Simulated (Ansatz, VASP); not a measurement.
# ZnCdSO in two plane-wave programs, part 2 of 2

Wanted: the spread between two codes on one cell, functional and k mesh. The cell is invented: As first built, before any earlier steps moved the atoms (in the runner's words): it takes the ZnCdSeS structure with some of its atoms replaced by other elements, volume scaled by an estimate. It may not be a known or stable phase. The cell is taken from a series of VASP runs on this material, whose earlier steps may have relaxed, scaled or displaced it; both programs get it as it stands. Other levels of theory on this material are compared in a session of their own. Valence electrons are named where the data sets of a main pair hold unlike numbers.

VASP 6.6.1 and Ansatz 0.2.0.

So far. Step 2 (VASP: band structure, r2SCAN): The run ends at a pressure of -0.05 GPa, with forces up to 0.0078 eV/Å.

### Step 3. Ansatz: band structure, r2SCAN

Level of this step: Ansatz beside VASP: Kohn-Sham DFT, plane waves, r2SCAN (Ansatz).

Ansatz runs on its default PAW (the set named soft_2) files.

The same cell, functional, mesh and smearing now go to Ansatz, which takes its cutoff from its data sets.

Input file input.yaml:

```yaml
crystal:
  lattice:
    - [3.7355713009, 0.0, 0.0]
    - [-1.8677856505, 3.2350998977, 0.0]
    - [0.0, 0.0, 5.9552773176]
  atoms:
    - { symbol: Cd, position: [0.0, 0.0, 0.4654295487] }
    - { symbol: Zn, position: [0.33333333, 0.66666667, 0.0314759406] }
    - { symbol: S, position: [0.0, 0.0, 0.8949359676] }
    - { symbol: O, position: [0.33333333, 0.66666667, 0.3601585432] }
hamiltonian:
  xc: r2scan
  pseudopotentials: { kind: paw }
kpoints:
  mp_grid: { grid: [7, 7, 4] }
  band_path:
    path:
      - [0.0, 0.0, 0.0]
      - [0.13333, 0.0, 0.0]
      - [0.3, 0.0, 0.0]
      - [0.46667, 0.0, 0.0]
      - [0.46667, 0.06667, 0.0]
      - [0.41111, 0.17778, 0.0]
      - [0.35556, 0.28889, 0.0]
      - [0.28889, 0.28889, 0.0]
      - [0.17778, 0.17778, 0.0]
      - [0.06667, 0.06667, 0.0]
      - [0.0, 0.0, 0.03333]
      - [0.0, 0.0, 0.2]
      - [0.0, 0.0, 0.36667]
      - [0.0, 0.0, 0.5]
      - [0.16667, 0.0, 0.5]
      - [0.3, 0.0, 0.5]
      - [0.46667, 0.0, 0.5]
      - [0.46667, 0.06667, 0.5]
      - [0.41111, 0.17778, 0.5]
      - [0.35556, 0.28889, 0.5]
      - [0.28889, 0.28889, 0.5]
      - [0.17778, 0.17778, 0.5]
      - [0.06667, 0.06667, 0.5]
      - [0.5, 0.0, 0.46667]
      - [0.5, 0.0, 0.3]
      - [0.5, 0.0, 0.13333]
      - [0.33333, 0.33333, 0.0]
      - [0.33333, 0.33333, 0.16667]
      - [0.33333, 0.33333, 0.33333]
      - [0.33333, 0.33333, 0.5]
    npoints: 1
scf:
  occupations: { method: gaussian, width: 0.05 }
  n_extra_bands: 8
output:
  forces: true
  stress: true
  eigenvalues: true
  write_density: true
  write_potential: true
  elf: true
  volumetric_format: npy
```

Command:

```sh
ansatz run input.yaml --threads 2 --pin off --max-ram 4608MiB --backend cpu --events-out ev --progress --plain --runs-dir out
```

Numbers of over 12 decimals in the logs are rounded to 6 here.

Log:

```text
scf.n_extra_bands = 8 over 22 filled bands (N_el = 44.0): the run solves 30 bands
Engine: ansatz 0.2.0, x86_64-unknown-linux-gnu
Pseudopotentials: kind: paw
Pseudopotential: Cd, paw, valence charge 20, recommended cutoff 500 eV (meta_gga), Cd.paw.azcp
Pseudopotential: Zn, paw, valence charge 12, recommended cutoff 500 eV (meta_gga), Zn.paw.azcp
Pseudopotential: S, paw, valence charge 6, recommended cutoff 500 eV (meta_gga), S.paw.azcp
Pseudopotential: O, paw, valence charge 6, recommended cutoff 500 eV (meta_gga), O.paw.azcp
Functional definition: r2SCAN
  parameter k0 = 0.174
  parameter k1 = 0.065
  parameter a1 = 4.9479
  exchange = r2scan_x(k0 = k0, k1 = k1, a1 = a1)
  correlation = r2scan_c
Crystal: 4 atoms, lattice volume = 71.969 Å³
Basis set: ecut = 500 eV, 1797 PW (Γ), exchange–correlation on 120×120×180 points (64 copies of the dense FFT grid, shifted against one another)
Bands: 30, of which v1, the nominal top of the filled ones, is band 22 counted from 1 (21 counted from 0)
Symmetry: 6 space group operations
Space group: P3m1 (ITA 156), of the structure as read, at distance tolerance 4.2e-5 Å
k-points: 28 of 196 (time reversal used)
Non-local potential: Cd, projectors of the file, l = 0: 3, l = 1: 2, l = 2: 2, l = 3: 1
Non-local potential: Zn, projectors of the file, l = 0: 2, l = 1: 2, l = 2: 3, l = 3: 1
Non-local potential: S, projectors of the file, l = 0: 2, l = 1: 2, l = 2: 2
Non-local potential: O, projectors of the file, l = 0: 2, l = 1: 2, l = 2: 1
PAW form: soft (Blöchl's): semilocal exchange-correlation on the pseudo side does not see the compensation charge
PAW frozen core: Cd, regenerated for the run's functional (the file was generated under x = pbe(κ = 0.804, μ = 0.219515), c = pbe(β = 0.066725))
PAW frozen core: Zn, regenerated for the run's functional (the file was generated under x = pbe(κ = 0.804, μ = 0.219515), c = pbe(β = 0.066725))
PAW frozen core: S, regenerated for the run's functional (the file was generated under x = pbe(κ = 0.804, μ = 0.219515), c = pbe(β = 0.066725))
PAW frozen core: O, regenerated for the run's functional (the file was generated under x = pbe(κ = 0.804, μ = 0.219515), c = pbe(β = 0.066725))
PAW one-centre angular grid: Cd, 590 points (default); XC on 160 Gauss nodes
PAW one-centre angular grid: Zn, 590 points (default); XC on 261 of its mesh's 2673 points in the sphere
PAW one-centre angular grid: S, 302 points (default); XC on 160 Gauss nodes
PAW one-centre angular grid: O, 302 points (default); XC on 160 Gauss nodes
Initial density: superposition of atomic densities (neutral atoms: chi_scale 0, normalization atom), corrected by the library's trained network
Initial wavefunctions: pseudopotential atomic-orbital guess
Functional: x = r2scan, c = r2scan; τ floored in thin density (d = 2e-4 eV/Å³)
SCF iter   1: F=—  HF=-13070.070141 eV  |F-HF|=—  |Δ(HF+E_count)|=         —  Δρ=1.42e-2  dr2=9.33e-2  dr2_τ=6.65e-2  ethr=1.77e-3  ⟨swp⟩=5.8  Hψ=3691  notcnv=0  defer=16
preconditioner: auto → Resta (q_TF=auto, 2.513 Å⁻¹)  ε∞=4.5  [insulator: Δε(μ)=0.657 eV  Ē_g=14.130 eV  σ=0.050 eV  W_gap=1.00  n_scr=22 (ndim 8)  ℏωp=26.3 eV  f_vac=0.091  D(μ)=0.00/eV (n_scr^D=0)  ε∞_Penn≈4.5]
SCF iter   2: F=—  HF=-13070.087798 eV  |F-HF|=—  |Δ(HF+E_count)|=   1.77e-2  Δρ=4.21e-3  dr2=6.43e-3  dr2_τ=1.97e-3  ethr=2.12e-4  ⟨swp⟩=2.0  Hψ=1725  notcnv=0  defer=67
SCF iter   3: F=—  HF=-13070.086376 eV  |F-HF|=—  |Δ(HF+E_count)|=   1.42e-3  Δρ=3.40e-3  dr2=4.55e-3  dr2_τ=2.85e-4  ethr=1.46e-5  ⟨swp⟩=2.0  Hψ=1247  notcnv=0  defer=67
SCF iter   4: F=—  HF=-13070.086313 eV  |F-HF|=—  |Δ(HF+E_count)|=   6.27e-5  Δρ=1.33e-3  dr2=1.33e-3  dr2_τ=8.94e-5  ethr=1.03e-5  ⟨swp⟩=2.0  Hψ=911  notcnv=0  defer=67
SCF iter   5: F=—  HF=-13070.086140 eV  |F-HF|=—  |Δ(HF+E_count)|=   1.73e-4  Δρ=3.04e-4  dr2=8.10e-5  dr2_τ=6.93e-6  ethr=3.03e-6  ⟨swp⟩=2.0  Hψ=1161  notcnv=0  defer=67
SCF iter   6: F=—  HF=-13070.086174 eV  |F-HF|=—  |Δ(HF+E_count)|=   3.44e-5  Δρ=1.27e-4  dr2=1.87e-5  dr2_τ=8.57e-7  ethr=1.84e-7  ⟨swp⟩=2.5  Hψ=1478  notcnv=0  defer=67
SCF iter   7: F=—  HF=-13070.086174 eV  |F-HF|=—  |Δ(HF+E_count)|=   7.48e-7  Δρ=3.50e-5  dr2=1.04e-6  dr2_τ=2.23e-8  ethr=4.25e-8  ⟨swp⟩=2.6  Hψ=1172  notcnv=0  defer=67
SCF iter   8: F=—  HF=-13070.086174 eV  |F-HF|=—  |Δ(HF+E_count)|=   1.36e-7  Δρ=1.42e-5  dr2=1.75e-7  dr2_τ=6.28e-9  ethr=2.37e-9  ⟨swp⟩=2.1  Hψ=1284  notcnv=0  defer=67
SCF iter   9: F=-13070.086174 eV  HF=-13070.086174 eV  |F-HF|=5.50e-9  |Δ(HF+E_count)|=   2.10e-8  Δρ=4.67e-6  dr2=1.85e-8  dr2_τ=7.35e-10  ethr=2.27e-10  ⟨swp⟩=12.3  Hψ=5707  notcnv=0
SCF 1 converged in 9 iterations: F = -13070.086174 eV  dr2 = 1.85e-8
  greatest PAW one-centre occupation: 1.002 electrons in one spin orbital (limit 2), on the Cd atom at site 0 (counted from 0), in its partial waves of l = 1
NSCF: frozen V_eff on 30 k-points
SCF converged after 9 iterations
Free energy (F): -13070.086174 eV
Harris-Foulkes:  -13070.086174 eV  (|F-HF|=5.50e-9)
Internal energy: -13070.086174 eV  (E = F + TS)
E sigma→0 (E₀):  -13070.086174 eV
Fermi energy:    7.458003 eV
--- Per-component energies (eV) ---
  E_band       = -499.774142
  E_kinetic    = 918.034084
  E_local      = -6150.591872  (includes V_loc(G=0)·N_el)
  E_nonlocal   = 731.220237
  E_hartree    = 2742.803615
  E_xc         = -456.815499
  E_vxc        = -498.667995  (∫ρ·V_xc dr)
  E_paw        = -6727.561257  (= ΣΔE_a)
  E_vpaw       = -1016.702473  (= ΣTr[D̂ρ^β])
  E_aug_tail   = 0.000918  (compensation charges beyond the density's cutoff)
  E_vtau       = 31.323923  (kinetic-family band-sum trace: ∫τ·v_τ [+ j·A + Jᵃ·Aᵃ] dr)
  E_ewald      = -4126.287303
  E_core_change = -0.889097  (= ΣΔE_core)
  E_smearing   = -0.000000  (= −TS)
  E_closure    = 0.000000  (closes the sum)
  Σ components = -13070.086174   (vs F -13070.086174, Δ=0.00e0)
--- Forces (eV/Å), atoms counted from 1 ---
  atom   1  Cd     0.00000000    -0.00000000    -0.03624075
  atom   2  Zn     0.00000000     0.00000000     0.03623265
  atom   3  S      0.00000000    -0.00000000    -0.01053227
  atom   4  O     -0.00000000    -0.00000000     0.01071896
  max |Σ_I F_I| component: 1.79e-4 eV/Å
--- Stress (GPa, compression-positive) ---
       -0.511011      -0.000000       0.000000
       -0.000000      -0.511011       0.000000
        0.000000       0.000000      -0.632595
  P = ⅓ Tr σ = -0.5515 GPa (-5.515 kbar)
--- Band table (eV; the first three rows and the last of 28) ---
  k-point 0: bands = [... 18 lower, 5.8608, 6.6405, 7.1488, 7.1488, 7.7645, 11.5522, 14.9814, 14.9814, ... 4 higher]
  k-point 1: bands = [... 18 lower, 5.9174, 5.9174, 7.0969, 7.0969, 8.9212, 11.5518, 14.3486, 14.9759, ... 4 higher]
  k-point 2: bands = [... 18 lower, 5.9798, 5.9798, 7.0392, 7.0392, 10.0744, 11.4422, 13.0940, 14.9765, ... 4 higher]
  k-point 27: bands = [... 18 lower, 4.1107, 4.7361, 5.3639, 6.1252, 12.0139, 13.3137, 13.3970, 14.3966, ... 4 higher]
```

It took 4.9 s on 2 threads of AMD EPYC 9R45, shared host; peak memory 0.59 GiB; 8.8 s of CPU time.

The column dr2 measures how far the density is from self-consistency, as an energy; F and HF (Harris–Foulkes) agree once it is small.

### Step 4. Side by side

Known differences besides the potentials themselves: VASP keeps PBE cores, Ansatz makes them for the functional; the data sets hold 44 valence electrons in Ansatz (on its default PAW (the set named soft_2) files) and 36 in VASP; the cutoff is 500 eV in Ansatz and 520 eV in VASP. Total energies have different zeros and are not compared.

Both answers:

```csv
quantity,Ansatz,VASP,difference
pressure (GPa),-0.55,-0.05,-0.51
pressure without Ansatz's Pulay correction (GPa),-0.62,-0.05,-0.57
gap over the path points (eV),0.616,0.620,-0.004
```

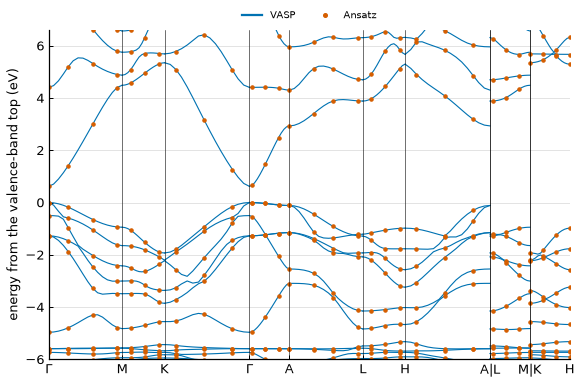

Bands from VASP (lines) and levels from Ansatz (dots). Dots without a line are higher empty bands that the VASP plot leaves out.

Levels at points of the path, from each program's valence-band top (eV; 4 filled, then empty):

```csv
k (reciprocal lattice),Ansatz,VASP
0.000 0.000 0.000,-1.29 -0.51 0.00 0.00 0.62 4.40 7.83,-1.27 -0.50 0.00 0.00 0.62 4.41 7.86
0.133 0.000 0.000,-1.48 -0.97 -0.60 -0.18 1.40 5.19 7.34,-1.46 -0.97 -0.59 -0.18 1.41 5.20 7.36
0.300 0.000 0.000,-2.46 -2.03 -1.05 -0.65 2.98 5.32 6.61,-2.46 -2.02 -1.05 -0.65 3.00 5.32 6.63
0.467 0.000 0.000,-3.01 -2.42 -1.62 -0.94 4.40 4.90 5.78,-3.01 -2.41 -1.62 -0.94 4.41 4.90 5.78
0.467 0.067 0.000,-3.00 -2.51 -1.67 -1.06 4.57 5.08 5.77,-3.00 -2.50 -1.67 -1.06 4.58 5.08 5.77
0.411 0.178 0.000,-3.17 -2.64 -1.81 -1.53 4.94 5.70 6.31,-3.16 -2.64 -1.81 -1.52 4.95 5.70 6.32
0.356 0.289 0.000,-3.35 -2.37 -2.07 -1.89 5.29 5.70 7.00,-3.35 -2.37 -2.07 -1.89 5.30 5.70 7.02
0.289 0.289 0.000,-3.27 -2.57 -1.90 -1.79 5.08 5.78 7.02,-3.26 -2.57 -1.89 -1.79 5.09 5.78 7.04
0.178 0.178 0.000,-2.79 -2.12 -1.10 -0.93 3.15 6.40 6.81,-2.79 -2.11 -1.10 -0.93 3.16 6.42 6.82
0.067 0.067 0.000,-1.45 -0.77 -0.57 -0.15 1.25 5.06 7.43,-1.44 -0.77 -0.57 -0.15 1.26 5.06 7.45
```

At this near-relaxed geometry the largest component of a force difference is 36 meV/Å. Among the levels compared at these points, filled levels agree within 17 meV and empty ones within 28 meV. Ansatz's pressure holds a Pulay correction of 0.06 GPa; VASP's holds none.

### Step 5. Further runs

Further runs change the set-up of one program: Ansatz's method, potentials or start, or VASP's data sets, cutoff or form of LDA. The table gives Ansatz less VASP for each quantity, since a change that brings one quantity closer may part another.

```csv
run,r.m.s. force difference (meV/Å),pressure (GPa),gap over the path points (eV),pressure without Ansatz's Pulay correction (GPa)
as above,15,-0.51,-0.0038,-0.57
cores kept as stored,14,-0.53,-0.0018,-0.60
Ansatz's larger PAW set (cutoff 900 eV),15,-0.48,-0.0017,
norm-conserving potentials (cutoff 1306 eV),16,-0.49,0.0085,
```

### Step 6. Results

| Property | Result |
| --- | --- |
| r.m.s. force difference (band structure, r2SCAN) | 15 meV/Å |
| difference in pressure (band structure, r2SCAN) | -0.51 GPa |

What this shows: The r.m.s. force difference is 15 meV/Å (band structure, r2SCAN), beyond the 12 meV/Å picked in this series as the mark of a large difference. The data sets hold unlike numbers of valence electrons (44 in Ansatz and 36 in VASP), so part of the differences comes from the potentials. Band structure, r2SCAN, cores kept as stored: the difference in gap over the path points goes from -0.0038 to -0.0018 eV. Band structure, r2SCAN, Ansatz's larger PAW set (cutoff 900 eV): the difference in gap over the path points goes from -0.0038 to -0.0017 eV. Band structure, r2SCAN, norm-conserving potentials (cutoff 1306 eV): the difference in gap over the path points goes from -0.0038 to 0.0085 eV. 12 further runs of this series are not shown here. Such differences can come from data sets, numerical settings and the points named under the comparisons, not from the functional's error against experiment.

[Lines on the potential files, build, host, timing and source positions are cut from VASP's logs without a mark.]

[Logs are printed without paths, hosts, clocks, repeated set-up lines and the standing remarks that a program may print on its own settings, such as how far it seeks lower states.]

[Hosts, paths, dates, database ids (printed as entryN), source tags and the programs' standing remarks are cut or masked in the printed files.]
